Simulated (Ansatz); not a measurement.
Molecular dynamics, with input and output: GaN2H5 (part 1 of 5)

- system: GaN2H5
- method: RHF/def2-SVP (Ansatz 0.2.0)

It belongs to a series of runs on one base structure; here: dynamics from the highest image of the converged band.

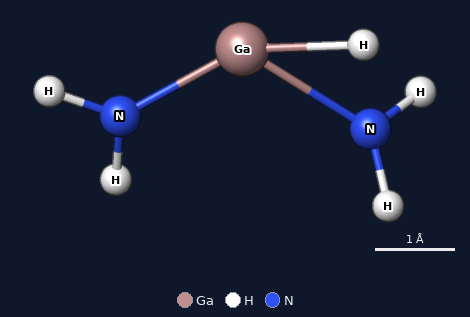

The starting structure (ball-and-stick view, seen at a tilt). Sticks mark near contacts.

Summary

| quantity | value |
| --- | --- |
| outcome | finished |
| mean temperature over the second half | 2749 K |
| trajectory | 200 steps, 100 fs |
| ensemble | nve |
| temperature in the input | 300.0 K |
| time step | 0.5 fs |
| potential energy (last step) | −55366.2409 eV |
| mean-field energy (last step) | −55366.2409 eV |
| largest force (length of the vector) (last step) | 5.808 eV/Å |
| hardware | 1 thread of Intel Xeon (Sapphire Rapids), 32 GiB of memory available, shared host |
| wall time | 3.9 min |
| peak memory | 0.17 GiB |

Notes

So short a trajectory is not equilibrated.

Input file
```yaml
crystal:
  periodic: [false, false, false]
  atoms:
    - { symbol: Ga, position_ang: [-0.23309, 0.079195, 0.5967] }
    - { symbol: H, position_ang: [1.103157, -0.35405, 1.464806] }
    - { symbol: "N", position_ang: [1.710778, 0.051821, 0.117018] }
    - { symbol: H, position_ang: [2.2332, -0.452762, -0.587844] }
    - { symbol: H, position_ang: [2.259887, 0.8335, 0.439484] }
    - { symbol: "N", position_ang: [-1.354635, -0.054598, -0.828568] }
    - { symbol: H, position_ang: [-2.349574, -0.147708, -0.772058] }
    - { symbol: H, position_ang: [-1.050924, 0.044604, -1.779038] }
basis:
  gaussian: { orbitals: def2-SVP }
hamiltonian:
  xc: hf
md:
  timestep: 0.5
  n_steps: 200
  ensemble: nve
  temperature: 300.0
  initial_velocities: maxwell_boltzmann
  seed: 3107
```

Launched with:
```bash
ansatz run input.yaml --threads 1 --pin off --max-ram 2048MiB --backend cpu --events-out ev --progress --plain --runs-dir out
```

The program's output
```
Engine: ansatz 0.2.0, x86_64-unknown-linux-gnu
Functional definition: HF
  exchange = exact_x
  correlation = 0
931 factors; integrals over basis functions are off by at most 4.1e-4 eV
mean field evaluation 1: about -55360.6854 eV, gradient 4.3e1 eV
mean field evaluation 2: about -55360.7323 eV, gradient 4.3e1 eV
mean field evaluation 4: about -55365.0169 eV, gradient 3.2e0 eV
mean field evaluation 8: about -55365.0705 eV, gradient 3.5e-1 eV
mean field -55365.07159253 eV, -2034.6288532319 hartree, gradient 1.8e-5 eV, S^2 0.000000; 0 other end points of the search recorded, 0 dependent functions left out
the calculation of the forces begins
reference -55365.07159253 eV, -2034.6288532319 hartree; 25, 25 occupied and 60, 60 virtual orbitals, 931 factors
md step     0: t =     0.00 fs  T =   300.0 K  F+E_penalty+E_count = -55365.07159253 eV  E_kin = 0.232668 eV  conserved = -55364.83892453 eV  (36 SCF iters)
these checks for a lower state are left out or cut short: starts, cluster_reference, orbital_swaps, neighbouring_geometries, increment
931 factors; integrals over basis functions are off by at most 4.4e-4 eV
mean field evaluation 16: about -55365.0635 eV, gradient 3.8e-1 eV
mean field -55365.06379383 eV, -2034.6285666351 hartree, gradient 1.9e-5 eV, S^2 0.000000; 0 other end points of the search recorded, 0 dependent functions left out
the calculation of the forces begins
reference -55365.06379383 eV, -2034.6285666351 hartree; 25, 25 occupied and 60, 60 virtual orbitals, 931 factors
md step     1: t =     0.50 fs  T =   290.3 K  F+E_penalty+E_count = -55365.06379383 eV  E_kin = 0.225133 eV  conserved = -55364.83866041 eV  (36 SCF iters)
[... from here on the SCF iterations and repeated set-up lines of each step are left out, up to the last step ...]
md step     2: t =     1.00 fs  T =   266.9 K  F+E_penalty+E_count = -55365.04487081 eV  E_kin = 0.206987 eV  conserved = -55364.83788422 eV  (36 SCF iters)
md step     3: t =     1.50 fs  T =   244.9 K  F+E_penalty+E_count = -55365.02693968 eV  E_kin = 0.189969 eV  conserved = -55364.83697068 eV  (36 SCF iters)
md step     4: t =     2.00 fs  T =   242.0 K  F+E_penalty+E_count = -55365.02410028 eV  E_kin = 0.187693 eV  conserved = -55364.83640702 eV  (35 SCF iters)
md step     5: t =     2.50 fs  T =   269.0 K  F+E_penalty+E_count = -55365.04508558 eV  E_kin = 0.208634 eV  conserved = -55364.83645116 eV  (35 SCF iters)
md step     6: t =     3.00 fs  T =   325.6 K  F+E_penalty+E_count = -55365.08942494 eV  E_kin = 0.252503 eV  conserved = -55364.83692173 eV  (35 SCF iters)
md step     7: t =     3.50 fs  T =   403.3 K  F+E_penalty+E_count = -55365.15014122 eV  E_kin = 0.312803 eV  conserved = -55364.83733821 eV  (35 SCF iters)
md step     8: t =     4.00 fs  T =   494.8 K  F+E_penalty+E_count = -55365.22100299 eV  E_kin = 0.383744 eV  conserved = -55364.83725926 eV  (35 SCF iters)
md step     9: t =     4.50 fs  T =   602.0 K  F+E_penalty+E_count = -55365.30339895 eV  E_kin = 0.466876 eV  conserved = -55364.83652326 eV  (36 SCF iters)
md step    10: t =     5.00 fs  T =   739.9 K  F+E_penalty+E_count = -55365.40912303 eV  E_kin = 0.573812 eV  conserved = -55364.83531106 eV  (36 SCF iters)
md step    11: t =     5.50 fs  T =   933.2 K  F+E_penalty+E_count = -55365.55789878 eV  E_kin = 0.723726 eV  conserved = -55364.83417321 eV  (35 SCF iters)
md step    12: t =     6.00 fs  T =  1205.8 K  F+E_penalty+E_count = -55365.76927093 eV  E_kin = 0.935160 eV  conserved = -55364.83411133 eV  (34 SCF iters)
md step    13: t =     6.50 fs  T =  1562.0 K  F+E_penalty+E_count = -55366.04799188 eV  E_kin = 1.211390 eV  conserved = -55364.83660164 eV  (32 SCF iters)
md step    14: t =     7.00 fs  T =  1960.0 K  F+E_penalty+E_count = -55366.36321256 eV  E_kin = 1.520061 eV  conserved = -55364.84315146 eV  (33 SCF iters)
md step    15: t =     7.50 fs  T =  2289.7 K  F+E_penalty+E_count = -55366.62929739 eV  E_kin = 1.775814 eV  conserved = -55364.85348358 eV  (33 SCF iters)
md step    16: t =     8.00 fs  T =  2392.7 K  F+E_penalty+E_count = -55366.71698991 eV  E_kin = 1.855706 eV  conserved = -55364.86128397 eV  (33 SCF iters)
md step    17: t =     8.50 fs  T =  2191.0 K  F+E_penalty+E_count = -55366.55203424 eV  E_kin = 1.699255 eV  conserved = -55364.85277922 eV  (32 SCF iters)
md step    18: t =     9.00 fs  T =  1885.2 K  F+E_penalty+E_count = -55366.29073149 eV  E_kin = 1.462117 eV  conserved = -55364.82861470 eV  (32 SCF iters)
md step    19: t =     9.50 fs  T =  1857.1 K  F+E_penalty+E_count = -55366.26492082 eV  E_kin = 1.440286 eV  conserved = -55364.82463450 eV  (33 SCF iters)
md step    20: t =    10.00 fs  T =  2167.6 K  F+E_penalty+E_count = -55366.52787272 eV  E_kin = 1.681123 eV  conserved = -55364.84674966 eV  (35 SCF iters)
md step    21: t =    10.50 fs  T =  2481.3 K  F+E_penalty+E_count = -55366.78338491 eV  E_kin = 1.924399 eV  conserved = -55364.85898571 eV  (34 SCF iters)
md step    22: t =    11.00 fs  T =  2546.7 K  F+E_penalty+E_count = -55366.82993808 eV  E_kin = 1.975082 eV  conserved = -55364.85485606 eV  (34 SCF iters)
md step    23: t =    11.50 fs  T =  2378.7 K  F+E_penalty+E_count = -55366.69172278 eV  E_kin = 1.844841 eV  conserved = -55364.84688157 eV  (33 SCF iters)
md step    24: t =    12.00 fs  T =  2097.2 K  F+E_penalty+E_count = -55366.46791470 eV  E_kin = 1.626530 eV  conserved = -55364.84138430 eV  (32 SCF iters)
md step    25: t =    12.50 fs  T =  1800.1 K  F+E_penalty+E_count = -55366.23456769 eV  E_kin = 1.396052 eV  conserved = -55364.83851594 eV  (32 SCF iters)
md step    26: t =    13.00 fs  T =  1543.0 K  F+E_penalty+E_count = -55366.03363140 eV  E_kin = 1.196668 eV  conserved = -55364.83696307 eV  (32 SCF iters)
md step    27: t =    13.50 fs  T =  1357.6 K  F+E_penalty+E_count = -55365.88873779 eV  E_kin = 1.052896 eV  conserved = -55364.83584172 eV  (33 SCF iters)
md step    28: t =    14.00 fs  T =  1266.8 K  F+E_penalty+E_count = -55365.81739918 eV  E_kin = 0.982518 eV  conserved = -55364.83488127 eV  (33 SCF iters)
md step    29: t =    14.50 fs  T =  1290.2 K  F+E_penalty+E_count = -55365.83478130 eV  E_kin = 1.000592 eV  conserved = -55364.83418934 eV  (33 SCF iters)
md step    30: t =    15.00 fs  T =  1441.3 K  F+E_penalty+E_count = -55365.95183898 eV  E_kin = 1.117786 eV  conserved = -55364.83405342 eV  (33 SCF iters)
md step    31: t =    15.50 fs  T =  1722.5 K  F+E_penalty+E_count = -55366.17073990 eV  E_kin = 1.335887 eV  conserved = -55364.83485335 eV  (32 SCF iters)
md step    32: t =    16.00 fs  T =  2117.1 K  F+E_penalty+E_count = -55366.47902084 eV  E_kin = 1.641918 eV  conserved = -55364.83710259 eV  (32 SCF iters)
md step    33: t =    16.50 fs  T =  2579.4 K  F+E_penalty+E_count = -55366.84209484 eV  E_kin = 2.000475 eV  conserved = -55364.84162000 eV  (32 SCF iters)
md step    34: t =    17.00 fs  T =  3020.6 K  F+E_penalty+E_count = -55367.19226438 eV  E_kin = 2.342687 eV  conserved = -55364.84957700 eV  (32 SCF iters)
md step    35: t =    17.50 fs  T =  3293.7 K  F+E_penalty+E_count = -55367.41571723 eV  E_kin = 2.554443 eV  conserved = -55364.86127415 eV  (32 SCF iters)
md step    36: t =    18.00 fs  T =  3209.5 K  F+E_penalty+E_count = -55367.36027894 eV  E_kin = 2.489183 eV  conserved = -55364.87109546 eV  (32 SCF iters)
md step    37: t =    18.50 fs  T =  2677.1 K  F+E_penalty+E_count = -55366.93758489 eV  E_kin = 2.076283 eV  conserved = -55364.86130226 eV  (33 SCF iters)
md step    38: t =    19.00 fs  T =  1988.7 K  F+E_penalty+E_count = -55366.36710993 eV  E_kin = 1.542329 eV  conserved = -55364.82478112 eV  (33 SCF iters)
md step    39: t =    19.50 fs  T =  1773.3 K  F+E_penalty+E_count = -55366.18784459 eV  E_kin = 1.375333 eV  conserved = -55364.81251131 eV  (33 SCF iters)
md step    40: t =    20.00 fs  T =  2217.3 K  F+E_penalty+E_count = -55366.56562351 eV  E_kin = 1.719651 eV  conserved = -55364.84597248 eV  (34 SCF iters)
md step    41: t =    20.50 fs  T =  2793.9 K  F+E_penalty+E_count = -55367.03455945 eV  E_kin = 2.166827 eV  conserved = -55364.86773246 eV  (34 SCF iters)
md step    42: t =    21.00 fs  T =  3035.5 K  F+E_penalty+E_count = -55367.21797442 eV  E_kin = 2.354219 eV  conserved = -55364.86375553 eV  (35 SCF iters)
md step    43: t =    21.50 fs  T =  2903.5 K  F+E_penalty+E_count = -55367.10441491 eV  E_kin = 2.251804 eV  conserved = -55364.85261112 eV  (34 SCF iters)
md step    44: t =    22.00 fs  T =  2556.6 K  F+E_penalty+E_count = -55366.82659058 eV  E_kin = 1.982760 eV  conserved = -55364.84383096 eV  (33 SCF iters)
md step    45: t =    22.50 fs  T =  2151.0 K  F+E_penalty+E_count = -55366.50662732 eV  E_kin = 1.668259 eV  conserved = -55364.83836848 eV  (33 SCF iters)
md step    46: t =    23.00 fs  T =  1793.1 K  F+E_penalty+E_count = -55366.22591277 eV  E_kin = 1.390676 eV  conserved = -55364.83523642 eV  (34 SCF iters)
md step    47: t =    23.50 fs  T =  1546.5 K  F+E_penalty+E_count = -55366.03309903 eV  E_kin = 1.199427 eV  conserved = -55364.83367177 eV  (35 SCF iters)
md step    48: t =    24.00 fs  T =  1444.2 K  F+E_penalty+E_count = -55365.95331488 eV  E_kin = 1.120090 eV  conserved = -55364.83322500 eV  (34 SCF iters)
md step    49: t =    24.50 fs  T =  1496.4 K  F+E_penalty+E_count = -55365.99416683 eV  E_kin = 1.160583 eV  conserved = -55364.83358380 eV  (33 SCF iters)
md step    50: t =    25.00 fs  T =  1696.3 K  F+E_penalty+E_count = -55366.15017407 eV  E_kin = 1.315588 eV  conserved = -55364.83458652 eV  (36 SCF iters)
md step    51: t =    25.50 fs  T =  2022.8 K  F+E_penalty+E_count = -55366.40520683 eV  E_kin = 1.568816 eV  conserved = -55364.83639108 eV  (34 SCF iters)
md step    52: t =    26.00 fs  T =  2437.9 K  F+E_penalty+E_count = -55366.73043454 eV  E_kin = 1.890760 eV  conserved = -55364.83967422 eV  (32 SCF iters)
md step    53: t =    26.50 fs  T =  2874.7 K  F+E_penalty+E_count = -55367.07515112 eV  E_kin = 2.229468 eV  conserved = -55364.84568265 eV  (33 SCF iters)
md step    54: t =    27.00 fs  T =  3217.7 K  F+E_penalty+E_count = -55367.35104868 eV  E_kin = 2.495555 eV  conserved = -55364.85549361 eV  (32 SCF iters)
md step    55: t =    27.50 fs  T =  3298.2 K  F+E_penalty+E_count = -55367.42455679 eV  E_kin = 2.557987 eV  conserved = -55364.86656986 eV  (32 SCF iters)
md step    56: t =    28.00 fs  T =  2971.9 K  F+E_penalty+E_count = -55367.17100891 eV  E_kin = 2.304878 eV  conserved = -55364.86613111 eV  (32 SCF iters)
md step    57: t =    28.50 fs  T =  2354.5 K  F+E_penalty+E_count = -55366.66527847 eV  E_kin = 1.826067 eV  conserved = -55364.83921123 eV  (33 SCF iters)
md step    58: t =    29.00 fs  T =  1957.7 K  F+E_penalty+E_count = -55366.33271788 eV  E_kin = 1.518329 eV  conserved = -55364.81438840 eV  (33 SCF iters)
md step    59: t =    29.50 fs  T =  2163.2 K  F+E_penalty+E_count = -55366.51251923 eV  E_kin = 1.677702 eV  conserved = -55364.83481758 eV  (34 SCF iters)
md step    60: t =    30.00 fs  T =  2665.5 K  F+E_penalty+E_count = -55366.92945483 eV  E_kin = 2.067252 eV  conserved = -55364.86220290 eV  (34 SCF iters)
md step    61: t =    30.50 fs  T =  2956.7 K  F+E_penalty+E_count = -55367.15735105 eV  E_kin = 2.293132 eV  conserved = -55364.86421889 eV  (34 SCF iters)
md step    62: t =    31.00 fs  T =  2893.6 K  F+E_penalty+E_count = -55367.09815921 eV  E_kin = 2.244178 eV  conserved = -55364.85398128 eV  (34 SCF iters)
md step    63: t =    31.50 fs  T =  2601.8 K  F+E_penalty+E_count = -55366.86228132 eV  E_kin = 2.017817 eV  conserved = -55364.84446464 eV  (37 SCF iters)
md step    64: t =    32.00 fs  T =  2242.2 K  F+E_penalty+E_count = -55366.57757475 eV  E_kin = 1.738962 eV  conserved = -55364.83861240 eV  (34 SCF iters)
md step    65: t =    32.50 fs  T =  1925.2 K  F+E_penalty+E_count = -55366.32883561 eV  E_kin = 1.493132 eV  conserved = -55364.83570322 eV  (36 SCF iters)
md step    66: t =    33.00 fs  T =  1709.1 K  F+E_penalty+E_count = -55366.16005834 eV  E_kin = 1.325487 eV  conserved = -55364.83457152 eV  (36 SCF iters)
md step    67: t =    33.50 fs  T =  1617.8 K  F+E_penalty+E_count = -55366.08900726 eV  E_kin = 1.254699 eV  conserved = -55364.83430862 eV  (36 SCF iters)
md step    68: t =    34.00 fs  T =  1657.6 K  F+E_penalty+E_count = -55366.11998071 eV  E_kin = 1.285570 eV  conserved = -55364.83441040 eV  (36 SCF iters)
md step    69: t =    34.50 fs  T =  1826.3 K  F+E_penalty+E_count = -55366.25122438 eV  E_kin = 1.416419 eV  conserved = -55364.83480567 eV  (36 SCF iters)
md step    70: t =    35.00 fs  T =  2114.9 K  F+E_penalty+E_count = -55366.47607938 eV  E_kin = 1.640250 eV  conserved = -55364.83582922 eV  (36 SCF iters)
md step    71: t =    35.50 fs  T =  2501.2 K  F+E_penalty+E_count = -55366.77809254 eV  E_kin = 1.939859 eV  conserved = -55364.83823402 eV  (36 SCF iters)
md step    72: t =    36.00 fs  T =  2936.0 K  F+E_penalty+E_count = -55367.12021838 eV  E_kin = 2.277008 eV  conserved = -55364.84321069 eV  (35 SCF iters)
md step    73: t =    36.50 fs  T =  3322.9 K  F+E_penalty+E_count = -55367.42901870 eV  E_kin = 2.577082 eV  conserved = -55364.85193714 eV  (34 SCF iters)
md step    74: t =    37.00 fs  T =  3507.6 K  F+E_penalty+E_count = -55367.58351208 eV  E_kin = 2.720360 eV  conserved = -55364.86315252 eV  (34 SCF iters)
md step    75: t =    37.50 fs  T =  3327.8 K  F+E_penalty+E_count = -55367.44823390 eV  E_kin = 2.580891 eV  conserved = -55364.86734259 eV  (34 SCF iters)
md step    76: t =    38.00 fs  T =  2805.9 K  F+E_penalty+E_count = -55367.02418362 eV  E_kin = 2.176177 eV  conserved = -55364.84800623 eV  (36 SCF iters)
md step    77: t =    38.50 fs  T =  2355.9 K  F+E_penalty+E_count = -55366.64529934 eV  E_kin = 1.827108 eV  conserved = -55364.81819159 eV  (35 SCF iters)
md step    78: t =    39.00 fs  T =  2454.9 K  F+E_penalty+E_count = -55366.73092282 eV  E_kin = 1.903943 eV  conserved = -55364.82697943 eV  (37 SCF iters)
md step    79: t =    39.50 fs  T =  2971.3 K  F+E_penalty+E_count = -55367.16239878 eV  E_kin = 2.304444 eV  conserved = -55364.85795512 eV  (36 SCF iters)
md step    80: t =    40.00 fs  T =  3370.8 K  F+E_penalty+E_count = -55367.48120301 eV  E_kin = 2.614223 eV  conserved = -55364.86697974 eV  (35 SCF iters)
md step    81: t =    40.50 fs  T =  3393.6 K  F+E_penalty+E_count = -55367.48995718 eV  E_kin = 2.631968 eV  conserved = -55364.85798904 eV  (34 SCF iters)
md step    82: t =    41.00 fs  T =  3125.3 K  F+E_penalty+E_count = -55367.27069967 eV  E_kin = 2.423853 eV  conserved = -55364.84684673 eV  (34 SCF iters)
md step    83: t =    41.50 fs  T =  2745.4 K  F+E_penalty+E_count = -55366.96887165 eV  E_kin = 2.129220 eV  conserved = -55364.83965130 eV  (34 SCF iters)
md step    84: t =    42.00 fs  T =  2386.9 K  F+E_penalty+E_count = -55366.68752233 eV  E_kin = 1.851191 eV  conserved = -55364.83633131 eV  (35 SCF iters)
md step    85: t =    42.50 fs  T =  2117.0 K  F+E_penalty+E_count = -55366.47702803 eV  E_kin = 1.641843 eV  conserved = -55364.83518535 eV  (42 SCF iters)
md step    86: t =    43.00 fs  T =  1961.1 K  F+E_penalty+E_count = -55366.35574243 eV  E_kin = 1.520933 eV  conserved = -55364.83480980 eV  (35 SCF iters)
md step    87: t =    43.50 fs  T =  1927.8 K  F+E_penalty+E_count = -55366.32970789 eV  E_kin = 1.495124 eV  conserved = -55364.83458362 eV  (35 SCF iters)
md step    88: t =    44.00 fs  T =  2021.1 K  F+E_penalty+E_count = -55366.40200737 eV  E_kin = 1.567484 eV  conserved = -55364.83452363 eV  (35 SCF iters)
md step    89: t =    44.50 fs  T =  2240.5 K  F+E_penalty+E_count = -55366.57271319 eV  E_kin = 1.737660 eV  conserved = -55364.83505352 eV  (36 SCF iters)
md step    90: t =    45.00 fs  T =  2573.2 K  F+E_penalty+E_count = -55366.83259105 eV  E_kin = 1.995690 eV  conserved = -55364.83690142 eV  (35 SCF iters)
md step    91: t =    45.50 fs  T =  2980.4 K  F+E_penalty+E_count = -55367.15247328 eV  E_kin = 2.311444 eV  conserved = -55364.84102975 eV  (34 SCF iters)
md step    92: t =    46.00 fs  T =  3380.8 K  F+E_penalty+E_count = -55367.47024989 eV  E_kin = 2.621996 eV  conserved = -55364.84825360 eV  (34 SCF iters)
md step    93: t =    46.50 fs  T =  3642.7 K  F+E_penalty+E_count = -55367.68288384 eV  E_kin = 2.825147 eV  conserved = -55364.85773689 eV  (34 SCF iters)
md step    94: t =    47.00 fs  T =  3616.0 K  F+E_penalty+E_count = -55367.66788440 eV  E_kin = 2.804434 eV  conserved = -55364.86345050 eV  (34 SCF iters)
md step    95: t =    47.50 fs  T =  3259.1 K  F+E_penalty+E_count = -55367.38101777 eV  E_kin = 2.527620 eV  conserved = -55364.85339780 eV  (34 SCF iters)
md step    96: t =    48.00 fs  T =  2813.6 K  F+E_penalty+E_count = -55367.01138005 eV  E_kin = 2.182118 eV  conserved = -55364.82926164 eV  (35 SCF iters)
md step    97: t =    48.50 fs  T =  2688.5 K  F+E_penalty+E_count = -55366.90967794 eV  E_kin = 2.085063 eV  conserved = -55364.82461453 eV  (34 SCF iters)
md step    98: t =    49.00 fs  T =  2959.8 K  F+E_penalty+E_count = -55367.14172979 eV  E_kin = 2.295517 eV  conserved = -55364.84621267 eV  (34 SCF iters)
md step    99: t =    49.50 fs  T =  3281.3 K  F+E_penalty+E_count = -55367.40452664 eV  E_kin = 2.544872 eV  conserved = -55364.85965469 eV  (34 SCF iters)
md step   100: t =    50.00 fs  T =  3366.3 K  F+E_penalty+E_count = -55367.46720538 eV  E_kin = 2.610780 eV  conserved = -55364.85642528 eV  (35 SCF iters)
md step   101: t =    50.50 fs  T =  3203.9 K  F+E_penalty+E_count = -55367.33312989 eV  E_kin = 2.484821 eV  conserved = -55364.84830870 eV  (34 SCF iters)
md step   102: t =    51.00 fs  T =  2910.2 K  F+E_penalty+E_count = -55367.09936253 eV  E_kin = 2.257064 eV  conserved = -55364.84229834 eV  (35 SCF iters)
md step   103: t =    51.50 fs  T =  2590.4 K  F+E_penalty+E_count = -55366.84798663 eV  E_kin = 2.008999 eV  conserved = -55364.83898750 eV  (34 SCF iters)
md step   104: t =    52.00 fs  T =  2308.0 K  F+E_penalty+E_count = -55366.62711855 eV  E_kin = 1.790014 eV  conserved = -55364.83710421 eV  (32 SCF iters)
md step   105: t =    52.50 fs  T =  2100.8 K  F+E_penalty+E_count = -55366.46506388 eV  E_kin = 1.629328 eV  conserved = -55364.83573563 eV  (33 SCF iters)
md step   106: t =    53.00 fs  T =  1996.0 K  F+E_penalty+E_count = -55366.38266029 eV  E_kin = 1.548024 eV  conserved = -55364.83463608 eV  (33 SCF iters)
md step   107: t =    53.50 fs  T =  2014.9 K  F+E_penalty+E_count = -55366.39666849 eV  E_kin = 1.562691 eV  conserved = -55364.83397787 eV  (33 SCF iters)
md step   108: t =    54.00 fs  T =  2169.8 K  F+E_penalty+E_count = -55366.51693022 eV  E_kin = 1.682783 eV  conserved = -55364.83414696 eV  (33 SCF iters)
md step   109: t =    54.50 fs  T =  2455.9 K  F+E_penalty+E_count = -55366.74034507 eV  E_kin = 1.904695 eV  conserved = -55364.83564973 eV  (33 SCF iters)
md step   110: t =    55.00 fs  T =  2842.1 K  F+E_penalty+E_count = -55367.04334072 eV  E_kin = 2.204257 eV  conserved = -55364.83908366 eV  (36 SCF iters)
md step   111: t =    55.50 fs  T =  3260.3 K  F+E_penalty+E_count = -55367.37366196 eV  E_kin = 2.528554 eV  conserved = -55364.84510773 eV  (33 SCF iters)
md step   112: t =    56.00 fs  T =  3596.1 K  F+E_penalty+E_count = -55367.64292925 eV  E_kin = 2.788999 eV  conserved = -55364.85393034 eV  (33 SCF iters)
md step   113: t =    56.50 fs  T =  3696.9 K  F+E_penalty+E_count = -55367.73003209 eV  E_kin = 2.867175 eV  conserved = -55364.86285677 eV  (33 SCF iters)
md step   114: t =    57.00 fs  T =  3443.7 K  F+E_penalty+E_count = -55367.53271747 eV  E_kin = 2.670816 eV  conserved = -55364.86190155 eV  (33 SCF iters)
md step   115: t =    57.50 fs  T =  2931.9 K  F+E_penalty+E_count = -55367.11440072 eV  E_kin = 2.273853 eV  conserved = -55364.84054727 eV  (33 SCF iters)
```
